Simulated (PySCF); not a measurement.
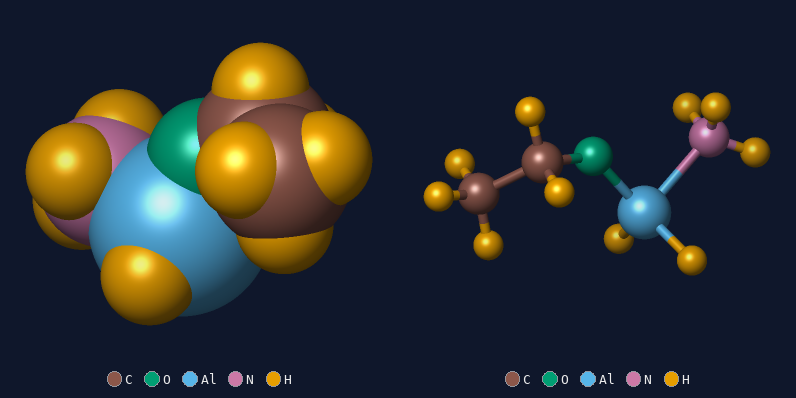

The same structure drawn twice, from different directions.

The computed structure is the end point of a PBE0-D3(BJ)/def2-SVP optimisation. No frequency run is at hand to confirm it as a minimum.

Identify the structure.

The molecule is C₂H₁₀AlNO. As SMILES it reads `CC[O][AlH2-][NH3+]`. This geometry has C1 symmetry. Coordination, clear cases only: 2 C tetrahedral; 1 O bent; 1 N tetrahedral.

More results for the same structure follow; atom numbers are the same in all pictures, views and colours differ.

Dipole moment

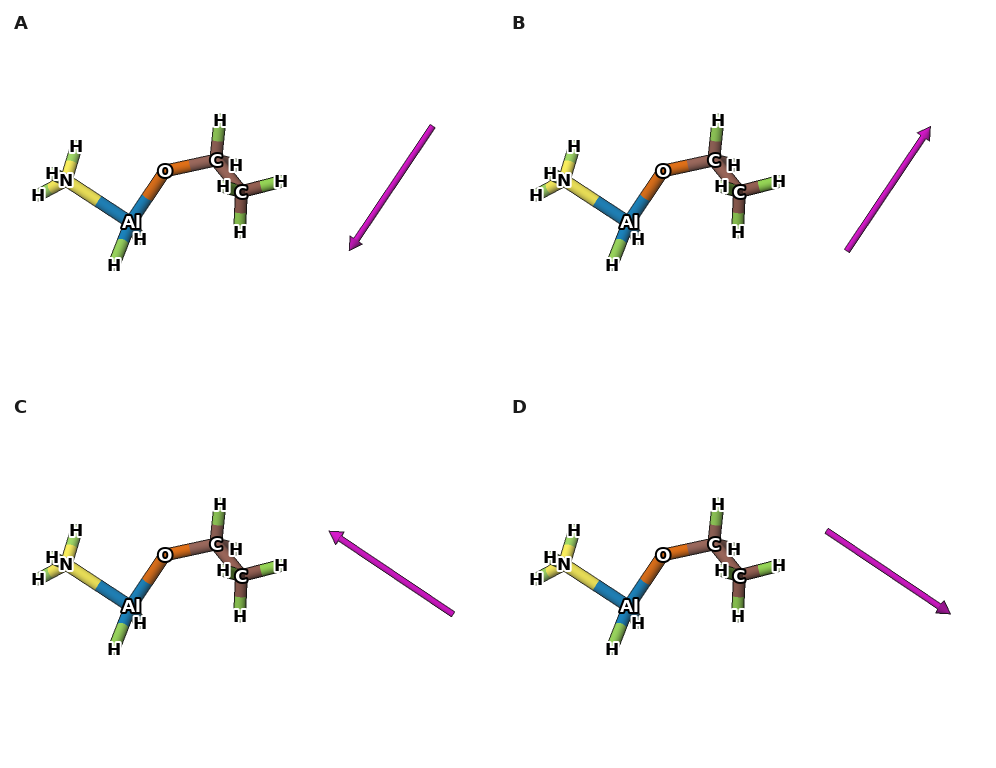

The same molecule four times, each with an arrow. No frequency run is at hand to confirm it as a minimum. Method: HF/pcSseg-1, gas phase (PySCF 2.14.0).

> Which arrow points along the dipole moment, from the negative to the positive end?

C. The dipole moment is 4.67 D.

Spin–spin coupling

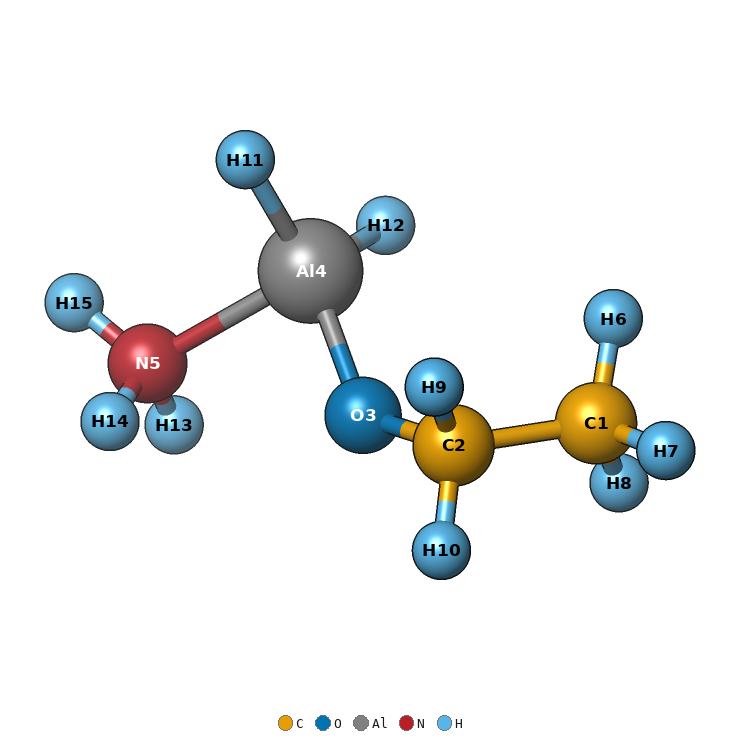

No frequency run is at hand to confirm it as a minimum. Method: B3LYP/6-31G* indirect spin-spin coupling, non-relativistic, gas phase (PySCF 2.14.0). Isotopes: 27Al, 13C, 1H, 15N, 17O.

Give the spin–spin coupling constants of these pairs, with the number of bonds between them: N5/H14, N5/H15, O3/N5, N5/H11, N5/H12, C2/N5.

| pair | bonds apart | J (Hz) |
| --- | --- | --- |
| N5, H14 | 1 | −67.4 |
| N5, H15 | 1 | −66.9 |
| O3, N5 | 2 | 4.6 |
| N5, H11 | 2 | −6.5 |
| N5, H12 | 2 | −7.9 |
| C2, N5 | 3 | −0.7 |

NMR shielding

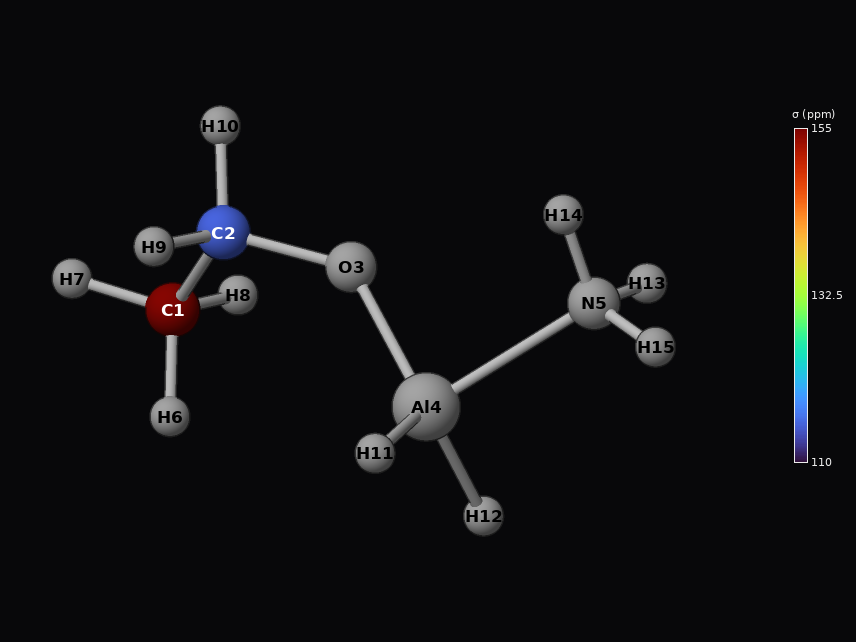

Atoms are coloured by their isotropic NMR shieldings (C only, the others grey). No frequency run is at hand to confirm it as a minimum. Method: GIAO PBE/pcSseg-1 NMR shielding, non-relativistic, gas phase (PySCF 2.14.0).

Give the isotropic NMR shieldings of the C atoms atom by atom.

```tsv
atom	σ (ppm)
C1	154.6
C2	114.9
```
